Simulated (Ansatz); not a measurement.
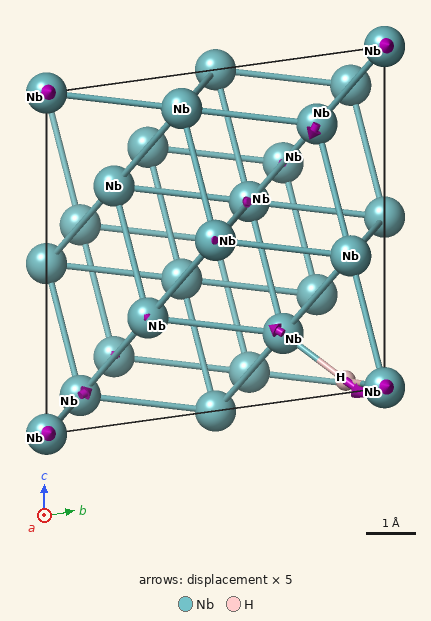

A relaxation of a defect cell of composition Nb$_{20}$H. The starting structure is drawn; purple arrows show the displacements, magnified 5 times.

The picture is a ball-and-stick view of the cell of the calculation, seen along the a axis.

Case: H interstitial, charge +0, atoms relaxed.

Theory: DFT LDA, scalar-relativistic, plane waves, PAW (Ansatz).

The input:
```yaml
crystal:
  lattice:
    - [-4.8714952684, -4.8714952684, 1.6238317561]
    - [-4.8714952684, 1.6238317561, -4.8714952684]
    - [1.6238317561, -4.8714952684, -4.8714952684]
  atoms:
    - { symbol: Nb, position: [0.8, 0.8, 0.8] }
    - { symbol: Nb, position: [0.4, 0.9, 0.9] }
    - { symbol: Nb, position: [0.9, 0.4, 0.9] }
    - { symbol: Nb, position: [0.9, 0.9, 0.4] }
    - { symbol: Nb, position: [0.6, 0.6, 0.6] }
    - { symbol: Nb, position: [0.2, 0.7, 0.7] }
    - { symbol: Nb, position: [0.7, 0.2, 0.7] }
    - { symbol: Nb, position: [0.3, 0.3, 0.8] }
    - { symbol: Nb, position: [0.7, 0.7, 0.2] }
    - { symbol: Nb, position: [0.3, 0.8, 0.3] }
    - { symbol: Nb, position: [0.8, 0.3, 0.3] }
    - { symbol: Nb, position: [0.4, 0.4, 0.4] }
    - { symbol: Nb, position: [0.0, 0.5, 0.5] }
    - { symbol: Nb, position: [0.5, 0.0, 0.5] }
    - { symbol: Nb, position: [0.1, 0.1, 0.6] }
    - { symbol: Nb, position: [0.5, 0.5, 0.0] }
    - { symbol: Nb, position: [0.1, 0.6, 0.1] }
    - { symbol: Nb, position: [0.6, 0.1, 0.1] }
    - { symbol: Nb, position: [0.2, 0.2, 0.2] }
    - { symbol: Nb, position: [0.0, 0.0, 0.0] }
    - { symbol: H, position: [0.7661120726, 0.8849691021, 0.0365292807] }
basis:
  ecutwfc: 420
  xc_grid: 2
kpoints:
  mp_grid: { grid: [3, 3, 3], shift: [0.0, 0.0, 0.0] }
hamiltonian:
  xc: lda
scf:
  occupations: { method: gaussian, width: 0.1 }
output:
  forces: true
  stress: false
  eigenvalues: true
relax:
  adjacent_minimum: "off"
  f_tol: 0.02
  max_steps: 60
```

Command:
```bash
ansatz run input.yaml --threads 4 --pin off --max-ram 10240MiB --backend cpu --events-out ev --progress --plain --runs-dir out
```

Q: What did the optimiser do to the structure, and how much energy did it gain?

A: Over 4 geometry steps the energy falls by 0.300 eV per cell of the calculation. Largest force component: 2.4 eV/Å at the start, 0.0026 eV/Å at the end. The atom that moves furthest is H21 (0.14 Å roughly along [2 3 −3]). By element the largest moves are H 0.14 Å, Nb 0.07 Å. The lattice vectors keep their values. Among the contacts that change: Nb9–H21 1.678 → 1.886 Å, Nb1–Nb20 2.813 → 2.935 Å, Nb1–Nb18 3.248 → 3.369 Å, Nb9–Nb18 2.813 → 2.922 Å. Bond angles that change, for instance: Nb1–H21–Nb20 96.9° → 102.3°, Nb1–H21–Nb9 106.3° → 101.3°, Nb9–H21–Nb18 106.1° → 101.5°.

Limits of the set-up: the periodic images lie only 7.1 Å apart, so the values are limited by the cell's size.
